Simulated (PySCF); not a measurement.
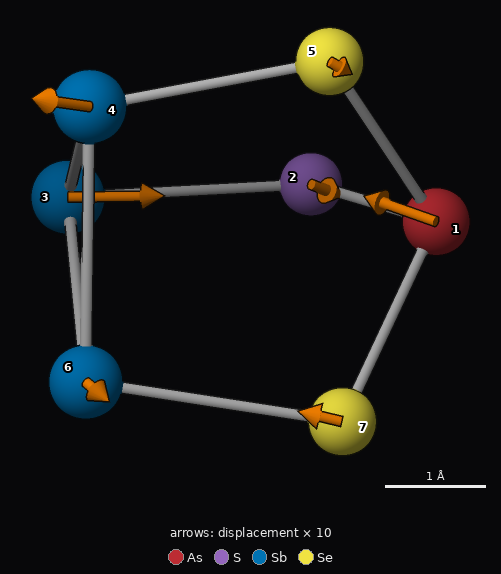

A relaxation of Sb3AsSe2S. The starting structure is drawn; orange arrows show the displacements, magnified 10 times. The two geometries are superimposed by the best rigid fit.

A ball-and-stick model, seen face on.

The start comes from GFN2-xTB. Its atoms were then displaced at random by about 0.03 Å.

Computed with PBE0-D3(BJ)/def2-SVP geometry optimisation, gas phase (PySCF 2.14.0, density-fitted response routines). 

What did the optimiser do to the structure, and how much energy did it gain?

Answer. Over 8 geometry steps the energy falls by 4.06 kcal/mol. The largest move after the best rigid fit is that of Sb3, 0.10 Å. Largest moves by element: Sb 0.10 Å, As 0.09 Å, Se 0.05 Å, S 0.05 Å. Among the contacts that change: Sb6–Se7 2.620 → 2.545 Å, As1–S2 2.302 → 2.227 Å, Sb4–Se5 2.473 → 2.547 Å, S2–Sb3 2.494 → 2.437 Å. Among the angles between lasting bonds that change: Sb3–Sb4–Se5 102.4° → 97.5°, S2–Sb3–Sb4 94.2° → 98.8°, S2–As1–Se5 97.7° → 102.0°.
